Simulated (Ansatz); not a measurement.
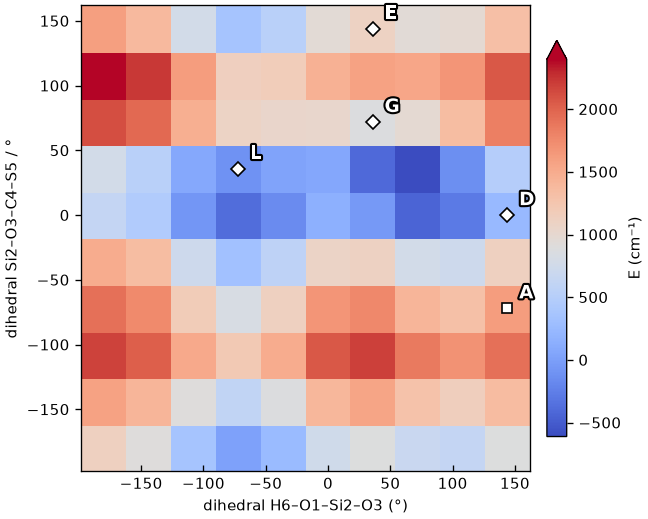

CH₄O₂SSi, SMILES O[SiH2]OC=S. The first coordinate is: dihedral H6–O1–Si2–O3; the second: dihedral Si2–O3–C4–S5. Nothing is relaxed (all other coordinates rigid). Grid: 10 × 10 points. Points are written as (first, second). All energies are given in cm⁻¹ relative to the relaxed molecule at the same level. These are results of RKS PBE-D4/def2-TZVP in Ansatz 0.2.0, not measurements.

Drawn: one coloured cell a grid point, one colour for all values above the top of the scale, lettered points.

Question: Rank the lettered points by energy, lowest first.

Answer: L (−116 cm⁻¹), D (247 cm⁻¹), G (879 cm⁻¹), E (1096 cm⁻¹), A (1614 cm⁻¹).
